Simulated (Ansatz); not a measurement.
# Lattice dynamics of (AlAs)2(InP)1 [001] superlattice, started as zinc blende

Wanted: vibrations and spectra of (AlAs)2(InP)1 [001] superlattice, started as zinc blende; the cell is already relaxed.

Program: Ansatz 0.2.0. Level of theory: DFT PBE, scalar-relativistic, plane waves, PAW. Results are calculated unless marked as measured.

The structure was built from a prototype and need not be the compound's stable phase.

In doubt: the program warns that the response may not be converged on this k-mesh (step 2), which bears on the force constants and all frequencies.

## (1) Set-up

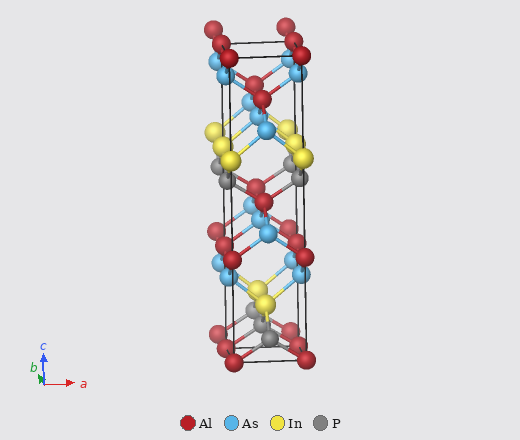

Start, viewed slightly off an axis; aluminium red, arsenic blue, indium yellow, phosphorus grey. 1×2×1 cells are drawn. This picture shows the conventional cell, with its axes. Some periodic images of atoms are drawn too.

## (2) Linear response at the zone centre

The cell comes from relaxations at this level that are not shown. The zone centre is the only wavevector solved here; it holds the modes that light can see, as far as symmetry allows. The response to a homogeneous field gives the Born charges and the dielectric tensor, and its change with displacement the Raman tensors.

The input, input.yaml:

```yaml
crystal:
  lattice:
    - [2.903627147, 2.903627147, 0.0]
    - [-2.8903346805, 2.8903346805, 0.0]
    - [2.8969809138, 0.0066462333, 8.7153091285]
  atoms:
    - { symbol: Al, position: [-0.0002157316, 0.0002157316, 0.0004314631] }
    - { symbol: Al, position: [0.3374084069, 0.6625915931, 0.3251831862] }
    - { symbol: As, position: [0.4188715887, 0.0811284113, 0.1622568227] }
    - { symbol: As, position: [0.7576359328, 0.7423640672, 0.4847281344] }
    - { symbol: In, position: [0.662524051, 0.337475949, 0.6749518979] }
    - { symbol: P, position: [0.0737757521, 0.4262242479, 0.8524484959] }
kpoints:
  mp_grid: { grid: [8, 8, 8] }
hamiltonian:
  xc: pbe
scf:
  occupations: { method: fixed }
output:
  eigenvalues: true
phonons:
  method: dfpt
  dielectric: true
  rigid_motions: translations
  raman: true
```

On the command line:

```sh
$ ansatz run input.yaml --threads 4 --pin off --max-ram 14336MiB --backend cpu --events-out ev --progress --plain --runs-dir out
```

Numbers of over 12 decimals in the logs are rounded to 6 here.

The log of the run:

```text
Warning: crystal.symmetry: narrowed to the stabiliser of the run's FFT grids — unitary ops 4 → 1. A phonons.method: dfpt run fills in the rows of the dynamical matrix that it does not solve by its symmetry operations, which is exact only for operations that map its FFT grids onto themselves: filled in by any other, the frequencies could depend on the order in which like atoms are typed, or, by more than the grids' own error, on where the crystal sits among the grids' points. Excluded: 3 operations. The run can therefore solve more perturbations, solve them on more k-points, or both, and cost more. [rest of the remark cut]
Engine: ansatz 0.2.0, aarch64-unknown-linux-gnu
Pseudopotentials: kind: paw
Pseudopotential: Al, paw, valence charge 3, recommended cutoff 420 eV (normal), Al.paw.azcp
Pseudopotential: As, paw, valence charge 15, recommended cutoff 420 eV (normal), As.paw.azcp
Pseudopotential: In, paw, valence charge 13, recommended cutoff 420 eV (normal), In.paw.azcp
Pseudopotential: P, paw, valence charge 5, recommended cutoff 420 eV (normal), P.paw.azcp
Functional definition: PBE
  parameter kappa = 0.804
  parameter beta = 0.066725
  exchange = pbe_x(kappa = kappa, mu = beta*pi^2/3)
  correlation = pbe_c(beta = beta)
Crystal: 6 atoms, lattice volume = 146.286 Å³
Basis set: ecut = 420 eV, 2861 PW (Γ), exchange–correlation on 60×60×128 points (8 copies of the dense FFT grid, shifted against one another)
Bands: 33, of which v1, the nominal top of the filled ones, is band 27 counted from 1 (26 counted from 0)
Symmetry: 4 space group operations
k-points: 260 of 512 (irreducible under 1 space group operation, time reversal used)
Non-local potential: Al, projectors of the file, l = 0: 2, l = 1: 2, l = 2: 1
Non-local potential: As, projectors of the file, l = 0: 2, l = 1: 2, l = 2: 3, l = 3: 1
Non-local potential: In, projectors of the file, l = 0: 2, l = 1: 2, l = 2: 2, l = 3: 2
Non-local potential: P, projectors of the file, l = 0: 2, l = 1: 2, l = 2: 2
PAW form: soft (Blöchl's): semilocal exchange-correlation on the pseudo side does not see the compensation charge
PAW one-centre angular grid: Al, 110 points (default); XC on 64 Gauss nodes
PAW one-centre angular grid: As, 590 points (default); XC on 64 Gauss nodes
PAW one-centre angular grid: In, 590 points (default); XC on 64 Gauss nodes
PAW one-centre angular grid: P, 110 points (default); XC on 64 Gauss nodes
Initial density: superposition of atomic densities (neutral atoms: chi_scale 0, normalization atom), corrected by the library's trained network
Initial wavefunctions: pseudopotential atomic-orbital guess
Functional: x = pbe(κ = 0.804, μ = 0.219515), c = pbe(β = 0.066725)
SCF iter   1: F=—  HF=-17143.293536 eV  |F-HF|=—  |Δ(HF+E_count)|=         —  Δρ=1.75e-3  dr2=8.64e-3  ethr=1.77e-3  ⟨swp⟩=5.5  Hψ=32558  notcnv=0  defer=939
preconditioner: auto → Resta (q_TF=auto, 2.311 Å⁻¹)  ε∞=3.7  [insulator: Δε(μ)=1.119 eV  Ē_g=10.880 eV  n_scr=34 (ndim 8)  ℏωp=17.9 eV  f_vac=0.013  ε∞_Penn≈3.7]
SCF iter   2: F=—  HF=-17143.287731 eV  |F-HF|=—  |Δ(HF+E_count)|=   5.80e-3  Δρ=9.43e-4  dr2=2.17e-3  ethr=1.60e-5  ⟨swp⟩=3.0  Hψ=17191  notcnv=0  defer=1040
SCF iter   3: F=—  HF=-17143.287491 eV  |F-HF|=—  |Δ(HF+E_count)|=   2.40e-4  Δρ=3.49e-4  dr2=2.83e-4  ethr=4.01e-6  ⟨swp⟩=2.0  Hψ=13097  notcnv=0  defer=1040
SCF iter   4: F=—  HF=-17143.287491 eV  |F-HF|=—  |Δ(HF+E_count)|=   7.51e-7  Δρ=1.34e-4  dr2=3.62e-5  ethr=5.24e-7  ⟨swp⟩=2.0  Hψ=12555  notcnv=0  defer=1035
SCF iter   5: F=—  HF=-17143.287518 eV  |F-HF|=—  |Δ(HF+E_count)|=   2.76e-5  Δρ=4.13e-5  dr2=4.32e-6  ethr=6.71e-8  ⟨swp⟩=2.0  Hψ=15171  notcnv=0  defer=971
SCF iter   6: F=—  HF=-17143.287523 eV  |F-HF|=—  |Δ(HF+E_count)|=   4.51e-6  Δρ=1.90e-5  dr2=7.16e-7  ethr=8.00e-9  ⟨swp⟩=2.0  Hψ=15243  notcnv=0  defer=961
[...]
k-point 259: bands = [... 23 lower, 3.5674, 3.6230, 4.0846, 4.0882, 7.7623, 8.3087, 9.3545, 9.4602, ... 2 higher]
--- Phonons (Γ-DFPT): 18 representative perturbations + reference, on 260 of 512 k-points (Σ response iterations 61) ---
  ASR residual: 7.298e-5 → 0.000e0 eV/Å²; symmetrization residual: 1.523e-5 eV/Å²
  The last average, over the group as it would stand without the narrowing to the FFT grids, took up to 9.093e-6 eV/Å² of the zone centre's force constants
  ASR residual per site (eV/Å²): 2.63e-5 3.63e-5 7.30e-5 4.70e-5 3.72e-5 5.88e-5
  Γ frequencies (cm⁻¹): 0.00 0.00 0.00 68.98 71.67 91.68 110.22 150.88 196.12 208.58 273.71 290.96 320.92 321.57 338.51 352.08 387.17 389.16
  ε∞ (high-frequency dielectric tensor):
       10.212680    -0.093696     0.000000
       -0.093696    10.212680     0.000000
        0.000000     0.000000    10.235789
  ε⁰ (static dielectric tensor: ions relaxed, cell fixed):
       12.747038    -0.153467     0.000000
       -0.153467    12.747038     0.000000
        0.000000     0.000000    12.626005
  ε⁰ − ε∞ (ionic part):
        2.534359    -0.059771    -0.000000
       -0.059771     2.534359    -0.000000
       -0.000000    -0.000000     2.390216
  softest optical mode at Γ: 68.98 cm⁻¹; the repairs (sum rule, projections) moved no ω² at Γ by more than (2.31 cm⁻¹)²
  Born effective charges Z* (e; rows j = field, columns β = displacement):
    site 0:
         2.30353   -0.07712   -0.00000
        -0.07712    2.30353   -0.00000
        -0.00000   -0.00000    2.18855
    site 1:
         2.14214    0.12982   -0.00000
         0.12982    2.14214   -0.00000
[...]
site 2:
[...]
site 3:
[...]
site 4:
[...]
-0.02732    2.45292    0.00000
         0.00000    0.00000    2.58728
    site 5:
        -2.52428    0.12508   -0.00000
         0.12508   -2.52428   -0.00000
        -0.00000   -0.00000   -2.45518
  Z* charge neutrality: 9.444e-3 e pre-enforcement
  solved inside a basis spanned on kpoints, on 10×10×8 k-points transformed towards the longest dipole: ε∞ is read to err by 4.7e-2, Z* by 1.9e-2 e (field_mesh: kpoints solves on kpoints); Z* is corrected for what the basis lacks
  Raman tensors (in the event stream and the table raman_tensors.tsv): an entry may err by 1.6e0 Å², one of the second-order susceptibility by 9.0e0 pm/V (basis, points and sum rule); their sum over the sites missed zero by 7.249e-4 Å² ahead of its enforcement
  optical modes at Γ without the LO–TO term, one row a degenerate level:
      ω (cm⁻¹)  modes    IR ((D/Å)²/amu)  static Raman (Å⁴/amu)  depolarisation
         68.98      1             0.0990                14.4937           0.750
         71.67      1             0.0669                22.0777           0.750
         91.68      1             0.0069                 5.8047           0.750
        110.22      1             0.0063                31.7931           0.750
        150.88      1             0.3933                57.4464           0.222
        196.12      1             0.5587               347.1973           0.086
        208.58      1             1.7549               106.7220           0.750
        273.71      1             1.6396                48.9013           0.394
        290.96      1             1.6249                57.7330           0.750
        320.92      1             0.7916               160.0476           0.750
        321.57      1             3.9251               287.5278           0.750
        338.51      1            14.7837               357.4063           0.750
        352.08      1            11.3204               244.2309           0.558
        387.17      1            11.7390                27.3103           0.750
[...]
optical modes at Γ + LO–TO along q̂ = [1.0000, 0.0000, 0.0000]:
      ω (cm⁻¹)  modes    IR ((D/Å)²/amu)  static Raman (Å⁴/amu)  depolarisation
[...]
optical modes at Γ + LO–TO along q̂ = [0.0000, 1.0000, 0.0000]:
      ω (cm⁻¹)  modes    IR ((D/Å)²/amu)  static Raman (Å⁴/amu)  depolarisation
[...]
optical modes at Γ + LO–TO along q̂ = [0.0000, 0.0000, 1.0000]:
      ω (cm⁻¹)  modes    IR ((D/Å)²/amu)  static Raman (Å⁴/amu)  depolarisation
[...]
321.57      1             3.9251               287.5278           0.750
        338.51      1            14.7837               357.4063           0.750
        370.19      1             6.1237               390.2598           0.749
        387.17      1            11.7390                27.3103           0.750
        399.36      1             9.1945               894.2196           0.249
[key lines of the parts left out:]
SCF converged after 10 iterations
Free energy (F): -17143.287523 eV
Fermi energy:    6.323257 eV
```

Elapsed: 70 min, on 4 threads of Arm Neoverse V1, shared host; peak memory 7 GiB; 4.5 h of CPU time.

In the SCF lines HF is the Harris–Foulkes energy and dr2 the Hartree energy of the density residual, in eV; the loop may stop once dr2 is under the threshold and the program's other checks hold. Hψ counts applications of the Hamiltonian.

Numbers from this step:

* gap on the k-mesh: 1.127 eV
* volume per atom: 24.38 Å³
* sum-rule residual before enforcement: 7.30e-5 eV/Å²
* miss of the charge sum rule: 0.009444 e
* estimated error of the dielectric tensor: 0.04738
* estimated error of the Born charges: 0.01896 e
* point group: mm2
* highest optical mode at the zone centre (no LO-TO term): 389.2 cm⁻¹
* lowest optical zone-centre mode: 68.98 cm⁻¹
* mean high-frequency dielectric constant: 10.22
* largest Born charge (third of the trace): -2.501 e
* mean static dielectric constant: 12.71
* top of the zone-centre spectrum with the field: 402.5 cm⁻¹

Without the LO-TO term. Patterns of degenerate modes are one choice out of their space. Modes at Γ, with each element's share of the kinetic energy:

| mode | frequency (cm⁻¹) | symmetry | Al % | As % | In % | P % |
| --- | --- | --- | --- | --- | --- | --- |
| 1 | 0.0 | acoustic | 15 | 43 | 33 | 9 |
| 2 | 0.0 | acoustic | 15 | 43 | 33 | 9 |
| 3 | 0.0 | acoustic | 15 | 43 | 33 | 9 |
| 4 | 69.0 | B1 | 17 | 44 | 34 | 5 |
| 5 | 71.7 | B2 | 13 | 33 | 48 | 6 |
| 6 | 91.7 | B2 | 25 | 70 | 4 | 0 |
| 7 | 110.2 | B1 | 45 | 18 | 0 | 36 |
| 8 | 150.9 | A1 | 6 | 56 | 38 | 0 |
| 9 | 196.1 | A1 | 10 | 67 | 13 | 10 |
| 10 | 208.6 | B1 | 0 | 67 | 33 | 0 |
| 11 | 273.7 | A1 | 18 | 15 | 16 | 50 |
| 12 | 291.0 | B2 | 10 | 7 | 13 | 70 |
| 13 | 320.9 | B2 | 66 | 23 | 1 | 11 |
| 14 | 321.6 | B1 | 71 | 27 | 0 | 1 |
| 15 | 338.5 | B2 | 71 | 24 | 1 | 4 |
| 16 | 352.1 | A1 | 80 | 17 | 0 | 3 |
| 17 | 387.2 | B1 | 51 | 0 | 0 | 49 |
| 18 | 389.2 | A1 | 70 | 2 | 0 | 28 |

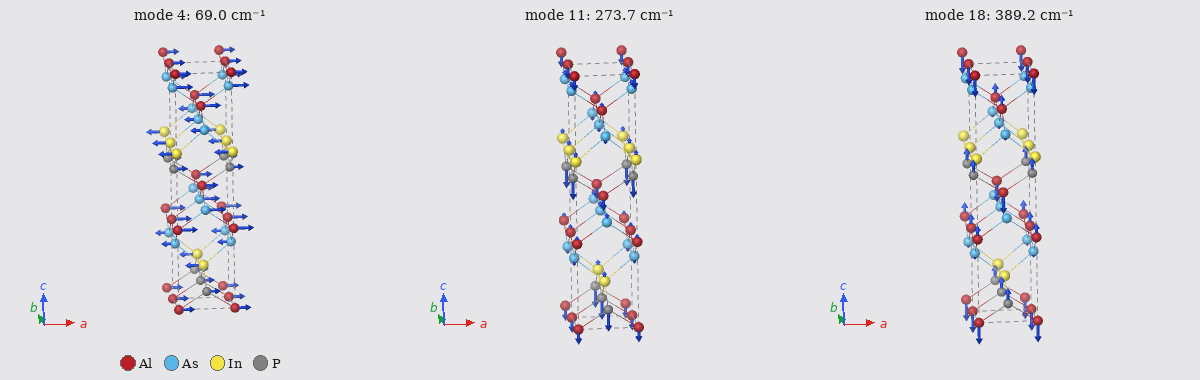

Displacement patterns of modes 4, 11 and 18 at Γ; arrows are exaggerated. 1×2×1 conventional cells are drawn. Some periodic images of atoms are drawn too.

Optical modes at the zone centre, without and with the macroscopic field of the longitudinal modes; each column is sorted by frequency, so a row need not hold one and the same mode. Modes with and without the field, by row:

| rank among optical modes | no field (cm⁻¹) | q along (1, 0, 0) (cm⁻¹) | q along (0, 0, 1) (cm⁻¹) |
| --- | --- | --- | --- |
| 1 | 69 | 69.3 | 69 |
| 2 | 71.7 | 72 | 71.7 |
| 3 | 91.7 | 91.7 | 91.7 |
| 4 | 110.2 | 110.2 | 110.2 |
| 5 | 150.9 | 150.9 | 152.3 |
| 6 | 196.1 | 196.1 | 197.7 |
| 7 | 208.6 | 210.9 | 208.6 |
| 8 | 273.7 | 273.7 | 276.8 |
| 9 | 291 | 292.2 | 291 |
| 10 | 320.9 | 321 | 320.9 |
| 11 | 321.6 | 323.9 | 321.6 |
| 12 | 338.5 | 352.1 | 338.5 |
| 13 | 352.1 | 352.2 | 370.2 |
| 14 | 387.2 | 389.2 | 387.2 |
| 15 | 389.2 | 402.5 | 399.4 |

Born charge (rows field, columns displacement) (e), principal values of the symmetric part by kind of site:

| atom | atoms with these values | low | middle | high | mean |
| --- | --- | --- | --- | --- | --- |
| Al1 | 1 | 2.19 | 2.23 | 2.38 | 2.27 |
| Al2 | 1 | 2.01 | 2.11 | 2.27 | 2.13 |
| As3 | 1 | -2.26 | -2.20 | -2.18 | -2.21 |
| As4 | 1 | -2.26 | -2.25 | -2.03 | -2.18 |
| In5 | 1 | 2.43 | 2.48 | 2.59 | 2.50 |
| P6 | 1 | -2.65 | -2.46 | -2.40 | -2.50 |

In full for As3:

```
-2.23 -0.03  0.00
-0.03 -2.23  0.00
 0.00  0.00 -2.18
```

High-frequency dielectric tensor:

```
10.21 -0.09  0.00
-0.09 10.21  0.00
 0.00  0.00 10.24
```

Static dielectric tensor (ions relaxed, fixed cell):

```
12.75 -0.15  0.00
-0.15 12.75  0.00
 0.00  0.00 12.63
```

Transverse modes. Lines of the infrared spectrum (strongest = 100):

| position (cm⁻¹) | relative intensity |
| --- | --- |
| 69 | 0.7 |
| 72 | 0.5 |
| 92 | 0.0 |
| 110 | 0.0 |
| 151 | 2.7 |
| 196 | 3.8 |
| 209 | 12 |
| 274 | 11 |
| 291 | 11 |
| 321 | 5.4 |
| 322 | 27 |
| 338 | 100 |
| 352 | 77 |
| 387 | 79 |
| 389 | 19 |

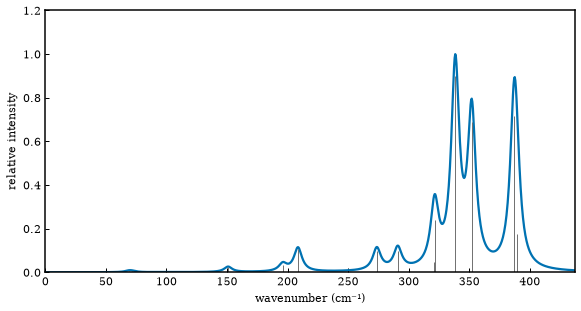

The infrared spectrum, broadened with Lorentzians of width 8 cm⁻¹; bars mark the lines.

Activity x (w_L - w)^4 (n + 1)/w, 532 nm, 300 K; the tensors are static ones, while 532 nm light lies above the computed direct gap, where resonance would change the heights; modes without the macroscopic field alone. Lines of the Raman spectrum (strongest = 100):

| position (cm⁻¹) | relative intensity |
| --- | --- |
| 69 | 26 |
| 72 | 37 |
| 92 | 6.3 |
| 110 | 25 |
| 151 | 26 |
| 196 | 100 |
| 209 | 28 |
| 274 | 8.3 |
| 291 | 8.9 |
| 321 | 21 |
| 322 | 38 |
| 338 | 44 |
| 352 | 28 |
| 387 | 2.8 |
| 389 | 39 |

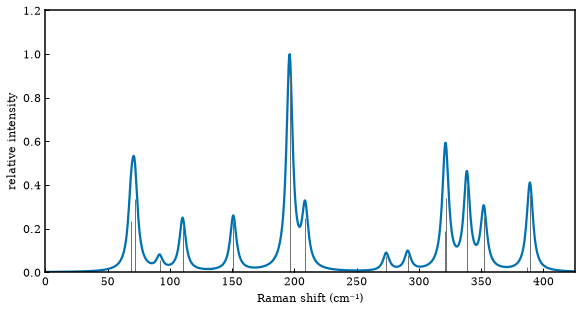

The Raman spectrum, broadened with Lorentzians of width 6 cm⁻¹; bars mark the lines.

Static second-order susceptibility (pm/V), twice the coefficient d of second-harmonic generation. Second order susceptibility, by row:

| field along | xx | yy | zz | yz | xz | xy |
| --- | --- | --- | --- | --- | --- | --- |
| x | 0 | 0 | 0 | 118.4 | 19.92 | 0 |
| y | 0 | 0 | 0 | 19.92 | 118.4 | 0 |
| z | 19.92 | 19.92 | 16.09 | 0 | 0 | 118.4 |

Before it was imposed, the acoustic sum rule was missed by 7.3e-5 eV/Å² and the charge sum rule by 0.0094 e. Small misses are needed for a sound result but don't prove that mesh and cutoff are converged. The lowest optical mode is real, 69.0 cm⁻¹.

The log warns of the k mesh: “the force constants stand on the 8×8×8 k-mesh, whose period is 9.01 times the interband length at k = (0.0000, 0.0000, 0.0000), direct gap 1.127 eV, under 14: take them and everything formed from them as unconverged”.

## (3) Another isotope

An isotope changes the mass and not the force constants, so no new electronic calculation is needed; the shifts show which modes move this element.

The same force constants with the mass of In changed from 114.818 to 112.904 u (phonopy, no LO-TO term). Both lists are sorted by frequency; levels can cross, so a row need not hold one and the same mode. Modes under 3 cm⁻¹ are left out. Isotope shifts, by row:

| q | rank | natural mass (cm⁻¹) | changed mass (cm⁻¹) |
| --- | --- | --- | --- |
| 0 0 0 | 4 | 68.98 | 69.18 |
| 0 0 0 | 5 | 71.67 | 71.96 |
| 0 0 0 | 6 | 91.68 | 91.72 |
| 0 0 0 | 7 | 110.2 | 110.2 |
| 0 0 0 | 8 | 150.9 | 151.4 |
| 0 0 0 | 9 | 196.1 | 196.3 |
| 0 0 0 | 10 | 208.6 | 209.2 |
| 0 0 0 | 11 | 273.7 | 274.1 |
| 0 0 0 | 12 | 291 | 291.3 |
| 0 0 0 | 13 | 320.9 | 320.9 |
| 0 0 0 | 14 | 321.6 | 321.6 |
| 0 0 0 | 15 | 338.5 | 338.5 |
| 0 0 0 | 16 | 352.1 | 352.1 |
| 0 0 0 | 17 | 387.2 | 387.2 |
| 0 0 0 | 18 | 389.2 | 389.2 |

A mode of this element alone would shift by +0.84 %. The highest zone-centre frequency without the field goes from 389.2 to 389.2 cm⁻¹ (+0.0 %). The product of the frequency ratios over all optical modes at Γ is 1.017; the product rule, (m/m′)^(3k/2) (M′/M)^(3/2) with k = 1 such atoms and M the mass of the cell, gives 1.017.

## (4) Outcome

- space group (within 0.01 Å): Imm2
- volume per atom: 24.4 Å³
- gap on the k-mesh: 1.13 eV
- highest optical mode at the zone centre (no LO-TO term): 389 cm⁻¹
- top of the zone-centre spectrum with the field: 402 cm⁻¹
- lowest optical zone-centre mode: 69.0 cm⁻¹
- mean high-frequency dielectric constant: 10.2
- mean static dielectric constant: 12.7
- largest Born charge (third of the trace): -2.50 e
- imaginary modes at Γ (the only wavevector solved): none

In words: The structure is stable against zone-centre distortions, since no mode there is imaginary; other wavevectors were not solved, so zone-boundary instabilities are untested. Without the field, the optical modes at Γ span 69 to 389 cm⁻¹. No dispersion was computed. The highest mode in this list at Γ, 389.2 cm⁻¹, has its largest share on Al (70 % of the kinetic energy). With the macroscopic field of the longitudinal modes the top of the zone-centre spectrum lies at 402 cm⁻¹, against 389 cm⁻¹ without it. Lattice motion raises the mean dielectric constant from 10.22 to 12.71. The strongest infrared line is at 338 cm⁻¹. Averaged over orientations, the strongest Raman line at 532 nm and 300 K is at 196 cm⁻¹, among the modes without the field; their longitudinal partners can be Raman active too. The tensors are the static, non-resonant ones, while 532 nm light (2.33 eV) lies above the computed gap. With the field response the log warns that the k mesh is coarse for the force constants too, so the frequencies may not be converged. The starting cell was built on a prototype and not taken from a measurement, so the phase need not exist. These are harmonic frequencies at zero temperature: anharmonic shifts, linewidths and thermal expansion are left out.

[Logs are printed without paths, hosts, clocks, repeated set-up lines and the standing remarks that a program may print on its own settings, such as how far it seeks lower states.]

[Hosts, paths, dates, database ids (printed as entryN), source tags and the programs' standing remarks are cut or masked in the printed files.]
